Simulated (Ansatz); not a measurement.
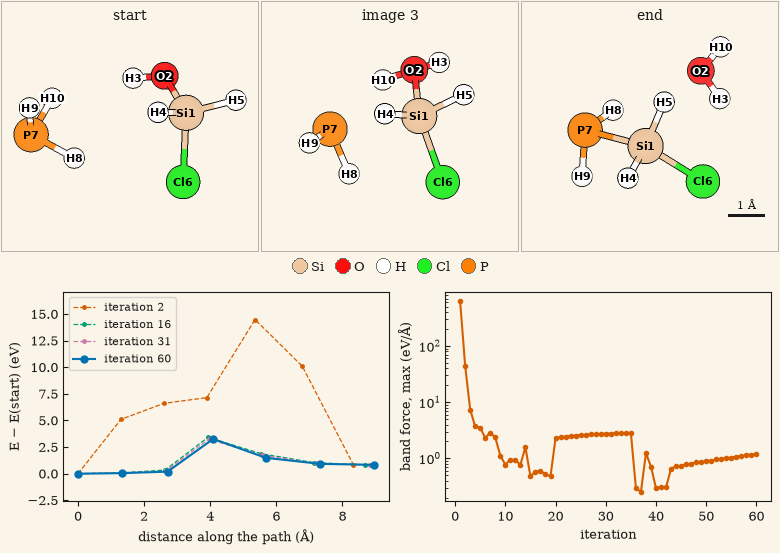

A nudged-elastic-band calculation for SiPH6OCl, made up at the start of SiH3OCl and PH₃. Images are numbered from 0 (start) to 6 (end). The plot follows the band through its iterations. A ball-and-stick model, seen at a tilt.

Computed with RHF/def2-SVP (Ansatz 0.2.0). Run with 5 movable images; climbing image from the first iteration; force threshold 0.05 eV/Å; iteration limit 60; optimiser L-BFGS; starting path through a guess of the saddle point.

### Did the band converge, and can the barrier be trusted?

The result isn't final. The band hadn't converged when the run stopped after 60 iterations. The largest component of the band force went from 630 to 1.2 eV/Å. The barrier read from it is provisional, though the highest image hardly moved in the last two iterations. The first iteration put the highest image at 82.44 eV. The energy climbs by 3.26 eV to image 3 and then falls by 2.43 eV, so the end point sits at +0.83 eV.

Limits of the set-up: the start holds two separate molecules, 2.9 Å apart at their closest, whose relative position is a soft coordinate and is computed without a dispersion correction; Hartree-Fock leaves out electron correlation.
